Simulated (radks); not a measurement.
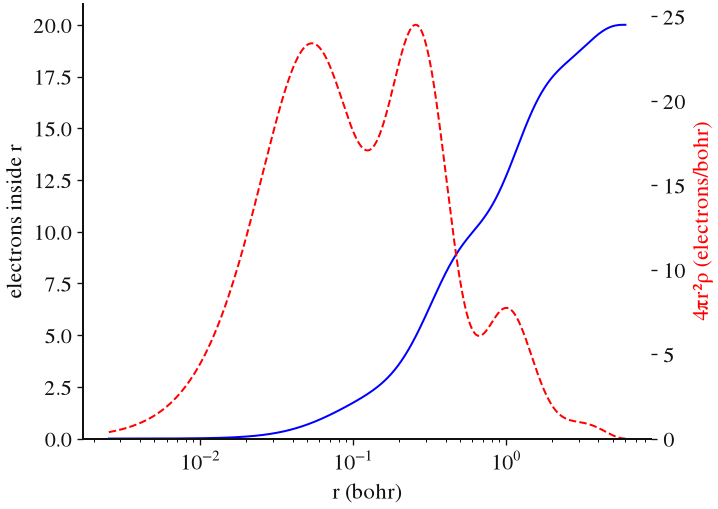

The neutral calcium atom; electrons: [Ar] 4s2. It sits in a hard spherical wall of radius 6 bohr. Method: non-relativistic Kohn-Sham, LDA (Slater exchange, Perdew-Wang correlation), spin-polarised, spherical densities, point nucleus; computed with the in-house radial solver radks.

```
Z 20
configuration [Ar] 4s2 3d0 4p0 5s0
relativity non-relativistic
functional lda,pw
spin polarised
nucleus point
wall 6 bohr
```

The run was one of a batch (task.json lists them), launched with:
```bash
python run_ks.py task.json out
```

The plot shows the number of electrons inside radius r (solid) and the radial density 4πr²ρ (dashed).

What does the plot show?

The count levels off at 20 electrons. Half of them lie within 0.605 bohr, 90 % within 2.34 bohr and 99 % within 4.50 bohr. The radial density has minima at 0.124 and 0.665 bohr, where the count stands at 2.2 and 10.4; these part the shells that the density resolves.
